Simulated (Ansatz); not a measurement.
In doubt: masses and optical values from hybrid runs of this build are listed as unsure (in some of the runs), which bears on the screening that GW takes from such a start.

The crystal is SiC (Moissanite).

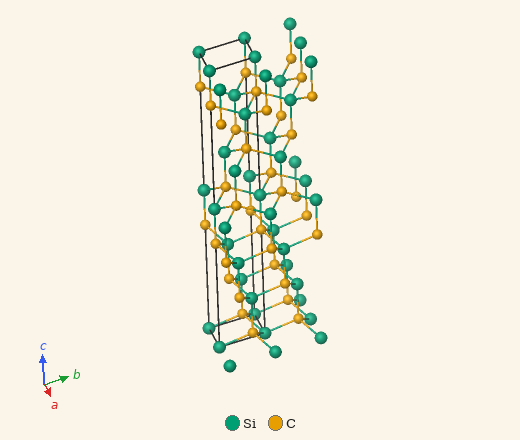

The structure (silicon teal, carbon orange). Bonds to atoms that aren't drawn are left out. 2×2×1 cells are drawn. Some periodic images of atoms are drawn too.

```
Si C
1.0
     3.08100    0.00000    0.00000
    -1.54050    2.66822    0.00000
     0.00000    0.00000   15.12480
Si C
6 6
Direct
  0.00000 0.00000 0.00000
  0.00000 0.00000 0.50000
  0.33333 0.66667 0.16640
  0.66667 0.33333 0.66640
  0.66667 0.33333 0.33290
  0.33333 0.66667 0.83290
  0.33333 0.66667 0.04120
  0.66667 0.33333 0.54120
  0.66667 0.33333 0.20800
  0.33333 0.66667 0.70800
  0.00000 0.00000 0.37460
  0.00000 0.00000 0.87460
```

The cell and positions come from the Crystallography Open Database and are kept as given unless a step says otherwise.

Gaps computed with Ansatz 0.2.0 without a self-energy: HSE06 2.90 eV.

What gap should G0W0 on HSE06 give (6×6×2 mesh, 739 empty bands, screening to 190 eV, hard PAW files)?

About 3.30 eV: on its mesh the run moves the gap from 2.90 eV by +0.39 eV. Bands and cutoff are finite, so the gap is not at the basis limit. The miss can reach some tenths of an eV and take either sign; the mesh is an error of its own.

[Paths, hosts, dates, memory and timing lines, banners, echoed tables and standing remarks are left out of the program output.]

[Logs are printed without paths, hosts, clocks, repeated set-up lines and the standing remarks that a program may print on its own settings, such as how far it seeks lower states.]

[Runs of the session that timed out or met a known fault of the program may be left out.]

[Cells called generated may have been cut or substituted from an entry of the Crystallography Open Database or the Materials Project.]

[Hosts, paths, dates, database ids (printed as entryN), source tags and the programs' standing remarks are cut or masked in the printed files.]
